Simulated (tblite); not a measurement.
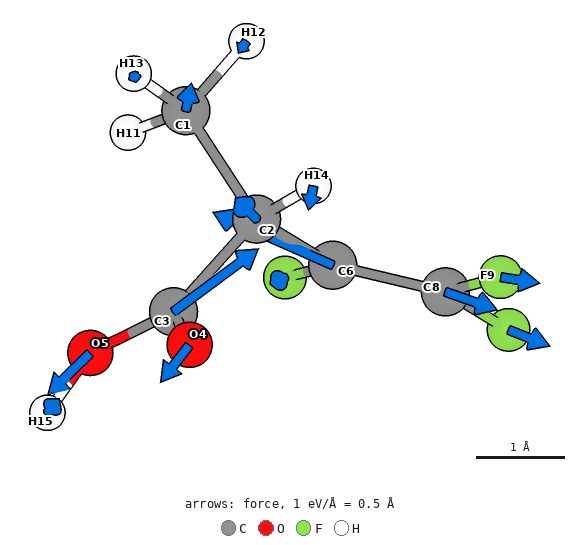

Starting geometry of C5H5F3O2 (charge −1, multiplicity 2) with the computed forces as blue arrows. A ball-and-stick model, seen at a tilt.

The calculation used tblite 0.8.0, GFN2-xTB geometry optimisation, gas phase. 

Is this structure relaxed? If not, where do the atoms go?

Answer. It isn't relaxed: the largest force vector, on a C atom, is 3.21 eV/Å. The final displacements have little in common with the starting forces (cosine between the two patterns 0.16). The largest move after the best rigid fit is that of an F atom, 0.79 Å. By element the largest moves are F 0.79 Å, O 0.58 Å, H 0.37 Å, C 0.18 Å. Some distances before and after: C–C 1.328 → 1.404 Å, C–F 1.361 → 1.401 Å, C–F 1.344 → 1.382 Å, C–O 1.362 → 1.386 Å. Among the angles between lasting bonds that change: C–C–C 112.5° → 93.0°, F–C–F 118.8° → 105.7°, C–C–O 117.2° → 126.6°. Over 61 geometry steps the energy falls by 69.2 kJ/mol. The run took 0.28 s on 1 thread of AMD EPYC 9R45 96-Core Processor, on a shared host.
